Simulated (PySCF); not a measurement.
CH₆Al₂Cl₂: excited-state calculation

- system: CH₆Al₂Cl₂, SMILES [CH3][AlH-]1[Cl+][AlH2-][Cl+]1
- method: TDDFT B3LYP/def2-SVPD, vertical, gas phase, core orbitals frozen in the response (PySCF 2.14.0)

The geometry comes from this level: PBE0-D3(BJ)/def2-SVP.

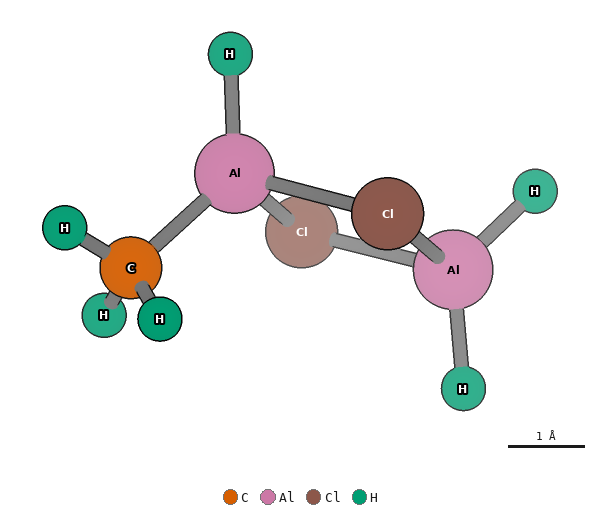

Fig. 1: The input geometry (ball-and-stick view, seen at a tilt). Sticks mark near contacts.

### Key numbers

- outcome: converged
- total energy: −1446.756129 hartree
- HOMO: −8.00 eV
- LUMO: −0.98 eV
- dipole moment: 0.90 D
- mean polarisability: 93.43 a.u.
- vertical ionisation energy: 9.88 eV
- lowest singlet excitation: 6.09 eV
- hardware: 1 CPU thread, shared host
- wall time: 96 s
- peak memory: 0.77 GiB

### Input
```
{"job": {"kind": "uv", "xc": "B3LYP", "basis": "def2-SVPD", "ip": true}, "charge": 0, "multiplicity": 1}
C     -2.088027    -0.363395    -0.111325
Al    -0.604754     0.893525    -0.064352
Cl     0.929772     0.212043     1.553511
Al     2.452295    -0.363316    -0.086585
Cl     0.939224     0.286267    -1.704429
H     -2.120718    -0.901947    -1.072296
H     -3.054555     0.149519     0.018663
H     -1.997844    -1.119818     0.684704
H     -0.632718     2.470632    -0.017729
H      2.566283    -1.936210    -0.126881
H      3.631576     0.682766    -0.057432
```

The first line tells a small driver script what to run in PySCF; the rest is the geometry in Å.

### What the program printed
```
coarse grid: 11304 points
cycle   1  E = -1446.5329903638  dE = -8.203e-03  |g| = 4.532e-01  |ddm| = 3.637e+00
cycle   2  E = -1446.5139185243  dE =  1.907e-02  |g| = 5.163e-01  |ddm| = 1.214e+00
cycle   3  E = -1446.5894994666  dE = -7.558e-02  |g| = 5.196e-02  |ddm| = 6.584e-01
cycle   4  E = -1446.5902940916  dE = -7.946e-04  |g| = 1.597e-02  |ddm| = 9.859e-02
cycle   5  E = -1446.5903592270  dE = -6.514e-05  |g| = 3.482e-03  |ddm| = 2.856e-02
cycle   6  E = -1446.5903631376  dE = -3.911e-06  |g| = 6.100e-04  |ddm| = 5.951e-03
final grid: 90712 points
cycle   7  E = -1446.7561260198  dE = -1.215e-05  |g| = 3.588e-03  |ddm| = 3.776e-02
cycle   8  E = -1446.7561239679  dE =  2.052e-06  |g| = 4.448e-03  |ddm| = 1.017e-02
cycle   9  E = -1446.7561293599  dE = -5.392e-06  |g| = 3.040e-04  |ddm| = 5.460e-03
cycle  10  E = -1446.7561293837  dE = -2.377e-08  |g| = 8.061e-05  |ddm| = 5.475e-04
cycle  11  E = -1446.7561293856  dE = -1.924e-09  |g| = 9.744e-06  |ddm| = 1.396e-04
cycle  12  E = -1446.7561293857  dE = -3.115e-11  |g| = 4.083e-06  |ddm| = 2.092e-05
```

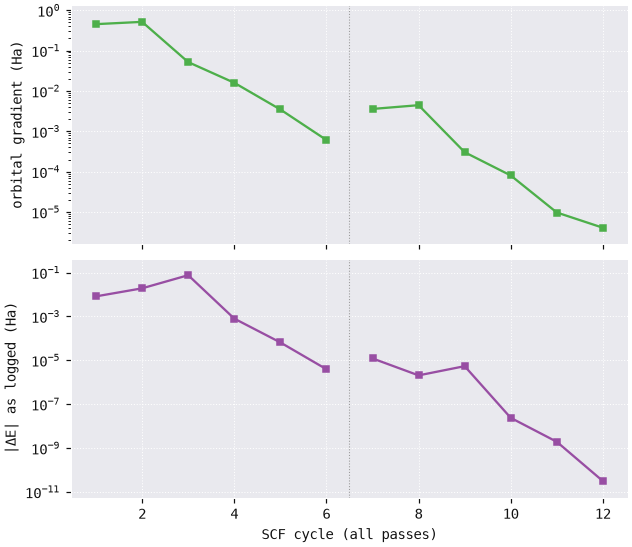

Fig. 2: Convergence of the self-consistent field: orbital gradient and size of the energy change against the SCF cycle. The dotted line marks the change from a coarse to the final integration grid. The first 6 cycles use a coarse grid, the final grid takes over at cycle 7, and the field converges after 12 cycles in all.

```
converged SCF energy = -1446.7561293857

Static polarisability (au): isotropic 93.426, principal 86.644 87.839 105.795

Singlet excitations
state   eV       nm        f      main configurations
  1   6.0851    203.8   0.00059   H->L 0.97
  2   6.5146    190.3   0.00026   H-1->L 0.94
  3   6.8857    180.1   0.01668   H->L+1 0.93
  4   7.1413    173.6   0.00223   H->L+2 0.70, H->L+3 0.16, H-1->L+1 0.09
  5   7.2250    171.6   0.00007   H-2->L 0.98
  6   7.2896    170.1   0.02612   H-1->L+1 0.57, H->L+2 0.20, H->L+3 0.14
  7   7.5166    164.9   0.00143   H->L+4 0.93
  8   7.5488    164.2   0.09764   H->L+3 0.60, H-1->L+1 0.25
  9   7.6429    162.2   0.11298   H-1->L+2 0.88
 10   7.7945    159.1   0.02078   H-3->L 0.97

Triplet excitations (Tamm-Dancoff, eV): 5.8405 6.1622 6.6524 6.8000
Vertical ionisation energy (delta-SCF) = 9.8790 eV
```

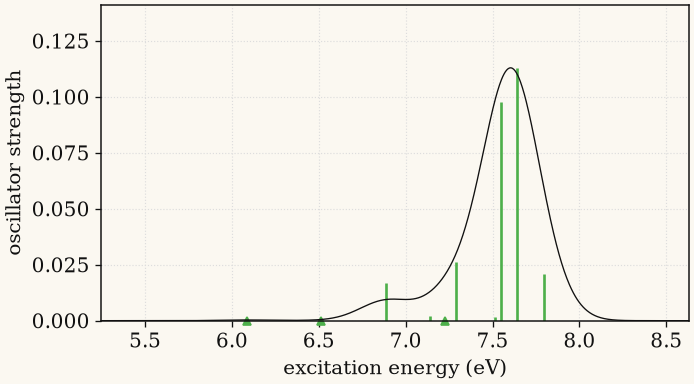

Fig. 3: Computed excitations as sticks (degenerate states added up, dark ones marked on the axis), with a Gaussian envelope of 0.35 eV full width at half maximum, scaled to the tallest. Of the 10 states the lowest lies at 6.09 eV (f = 0.001); the strongest line is at 7.64 eV, or 162 nm (f = 0.113).

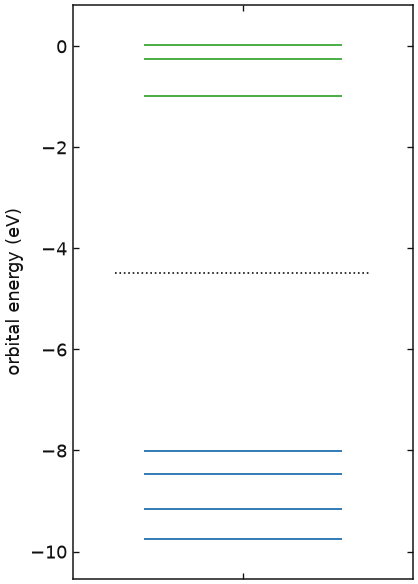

Fig. 4: Orbital energies near the frontier; the dotted line parts filled from empty levels, and levels within 0.02 eV of each other stand side by side. Highest filled −8.00 eV, lowest empty −0.98 eV, 7.02 eV apart.
